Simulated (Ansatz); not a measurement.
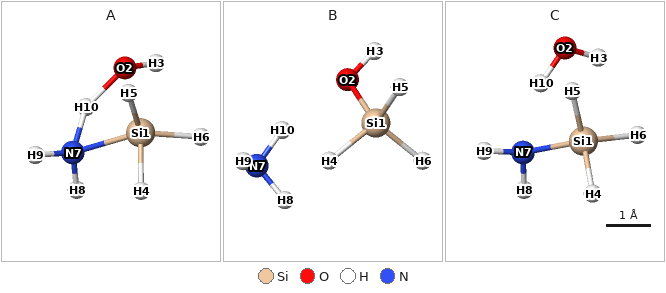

3 geometries from a converged minimum-energy path of SiNH$_{7}$O, made up at the start of SiH4O and NH3, shuffled. Style: ball-and-stick. Shown from a free direction.

These are results of Ansatz, RKS PBE-D4/def2-SVP, not measurements. Run with 5 movable images; climbing image; force threshold 0.05 eV/Å; iteration limit 60; starting path through a guess of the saddle point.

> Which frame is the top of the path?

A. In order along the path, whose images run from 0 to 6: B (image 1, +7.3 kJ/mol), A (image 3, +93.9 kJ/mol), C (image 5, +26.5 kJ/mol). Breaking: N7–H10 (1.03 → 1.21 at the top → 1.92 Å), Si1–O2 (1.69 → 2.01 at the top → 3.17 Å). Forming: O2–H10 (2.20 → 1.31 at the top → 0.99 Å), Si1–N7 (3.43 → 1.95 at the top → 1.77 Å).

Limits of the set-up: the start holds two separate molecules, 2.2 Å apart at their closest, whose relative position is a soft coordinate.

The run took 4.5 min on 1 thread of Arm Neoverse N1, with other jobs on the host, peak memory 0.11 GiB.
